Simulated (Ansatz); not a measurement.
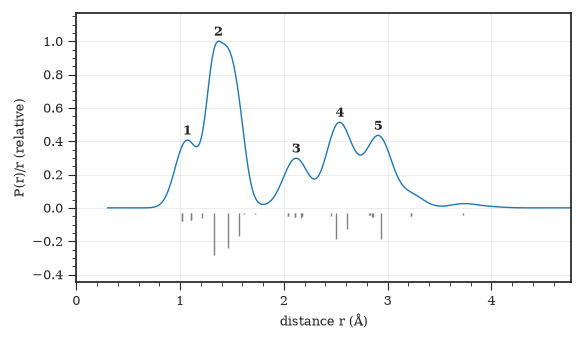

Simulated gas electron diffraction: radial distribution curve of CH5BFN. Each pair of atoms contributes with weight ZᵢZⱼ/r (bars below the curve); damping constant 0.0015 Å²; vibrational amplitudes assumed, not computed: 0.05 Å for bonds, 0.078 Å for bonds to H, 0.06 + 0.015 r up to 0.15 Å for other pairs. The geometry is the end point of an optimisation (RKS PBE0-D4/def2-SVP (Ansatz)); it may be a saddle point or a higher isomer. SMILES: NCBF.

**Read the positions of the numbered peaks and name the main pairs (– for bonds).**

Peak 1, 1.07 Å: N–H 1.02 Å (×2), C–H 1.11 Å (×2), not resolved
Peak 2, 1.37 Å: F–B 1.33 Å, N–C 1.46 Å, not resolved; in its flanks C–B 1.57 Å
Peak 3, 2.12 Å: C···H 2.04 Å (×2), N···H 2.11 Å (×2), F···H 2.16 Å, B···H 2.17 Å (×2), not resolved
Peak 4, 2.54 Å: F···C 2.50 Å, N···B 2.61 Å, not resolved
Peak 5, 2.91 Å: B···H 2.82–2.83 Å (×2), F···H 2.85–2.86 Å (×2), F···N 2.94 Å, not resolved; in its flanks F···H 3.22–3.23 Å
